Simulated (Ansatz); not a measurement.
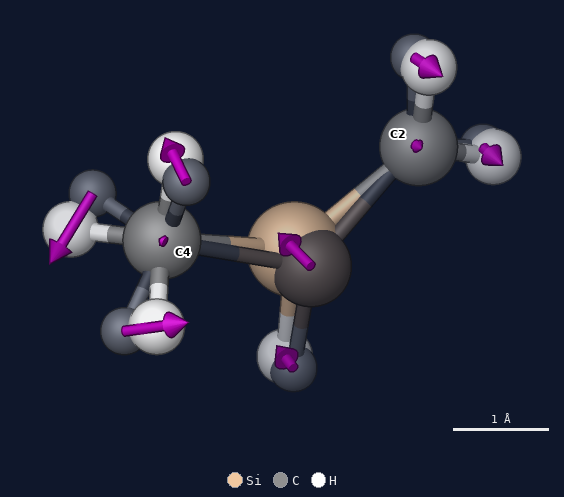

A relaxation of C2H6Si. The starting structure is drawn faded, the final one solid; purple arrows show the displacements, magnified 2 times. The two geometries are superimposed by the best rigid fit.

The picture is a ball-and-stick view, seen at a tilt.

It is one of the separated products of a reaction.

Theory: Ansatz, RKS PBE0-D4/def2-TZVP. (force threshold 0.005 eV/Å; at most 200 steps)

Atoms of which element are displaced furthest, and by how much?

Hydrogen: up to 0.45 Å, against 0.32 Å for silicon.

Describe the change and its energy.

The energy falls by 0.146 eV in 14 accepted moves (17 points after the start). The largest force component goes from 0.6 to 0.0028 eV/Å. The line search rejected the trial steps at points 3, 6, 10 of the run. The atom that moves furthest after the best rigid fit is an H atom (0.45 Å). Largest moves by element: H 0.45 Å, Si 0.32 Å, C 0.06 Å. Near-neighbour distances that change, for instance: C–Si 1.713 → 1.698 Å, C–Si 1.874 → 1.859 Å, H–Si 1.492 → 1.482 Å. Among the angles between lasting bonds that change: C–Si–C 121.4° → 124.9°, H–Si–C 112.1° → 114.4°. The run took about 60 core-seconds on a shared host.
